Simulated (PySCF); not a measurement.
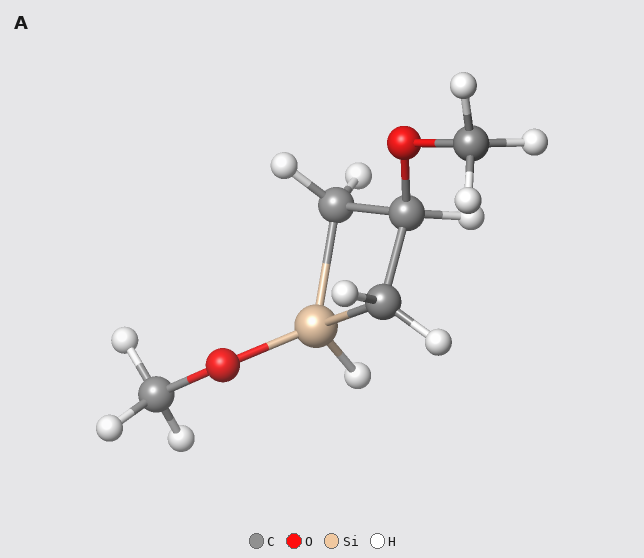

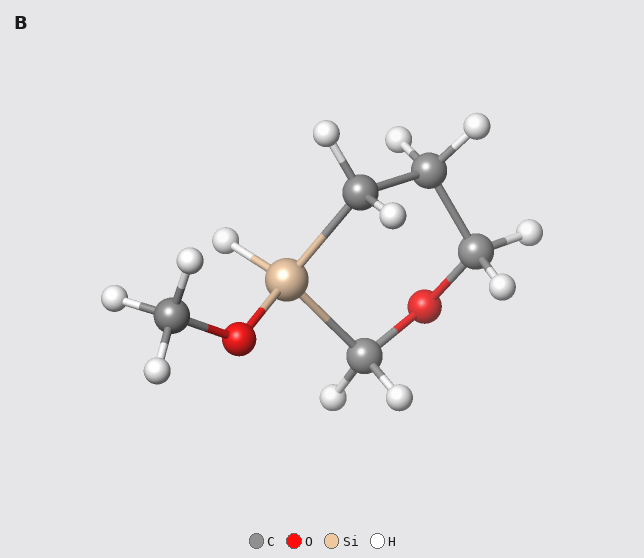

2 stationary structures of one formula. Geometries: GFN2-xTB. Electronic energies: PBE0/pcSseg-1 (PySCF 2.14.0), without zero-point energy. No frequency run is at hand to confirm each as a minimum. Each is one conformer, not always the lowest.

Which structure is the most stable?

Answer. B is lowest; A lies 0.630 eV above it. A is `CO[C@H]1C[Si@@H](OC)C1`, B is `CO[Si@H]1CCCOC1`.

The geometry is semi-empirical. Around Si such bond lengths and angles can be off by a tenth of an ångström or more and by several degrees, and values that hang on the shape move with them.
